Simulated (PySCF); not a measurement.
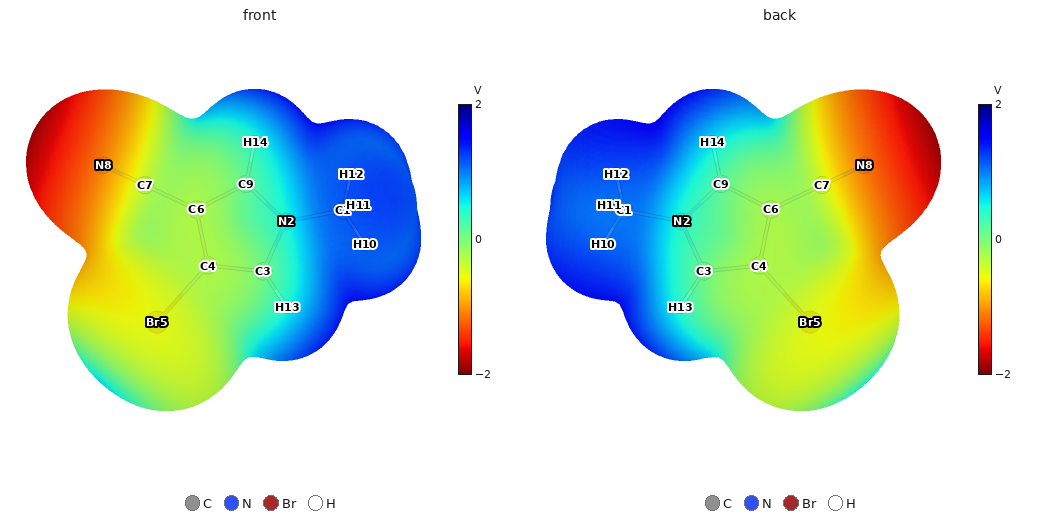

Figure. C₆H₅BrN₂. The electrostatic potential painted on the density surface at 0.001 e/bohr³, seen from the front and from behind; red is negative and blue positive.

Geometry: GFN2-xTB.

These are results of wB97X-D/def2-SVPD, SCF density, gas phase in PySCF, not measurements.

The calculation's input:

```
{"job": {"kind": "uv", "xc": "wB97X-D", "basis": "def2-SVPD", "nstates": 8, "ntriplets": 3}, "charge": 0, "multiplicity": 1}
C     -2.191450    -0.117820     0.158776
N     -0.770388     0.039955     0.019310
C     -0.133521     1.219353    -0.212475
C      1.215156     0.982329    -0.243530
Br     2.554587     2.271728    -0.543072
C      1.408252    -0.406694    -0.015885
C      2.628733    -1.093563     0.031735
N      3.629185    -1.652616     0.069869
C      0.144125    -0.944266     0.143753
H     -2.706958     0.588618    -0.490649
H     -2.502753     0.065138     1.190712
H     -2.478524    -1.131063    -0.118883
H     -0.663820     2.140757    -0.343682
H     -0.133302    -1.962330     0.331855
```

Launched as:

```sh
OMP_NUM_THREADS=1 python probes_run.py task.json out
```

> Describe the electrostatic potential map.

The most negative region (about −1.9 V, or −44 kcal/mol for a unit charge) lies over N8, the most positive (about +1.5 V, or +35 kcal/mol for a unit charge) over H10, H12, H13 and H14. Br5 shows a σ-hole: about +0.6 V, or +14 kcal/mol for a unit charge at the tip opposite its bond, against about −0.5 V, or −12 kcal/mol for a unit charge on its flanks. N8 is the likeliest acceptor of a hydrogen bond.

> How polar is the molecule by this calculation?

Its dipole moment is 7.60 D.
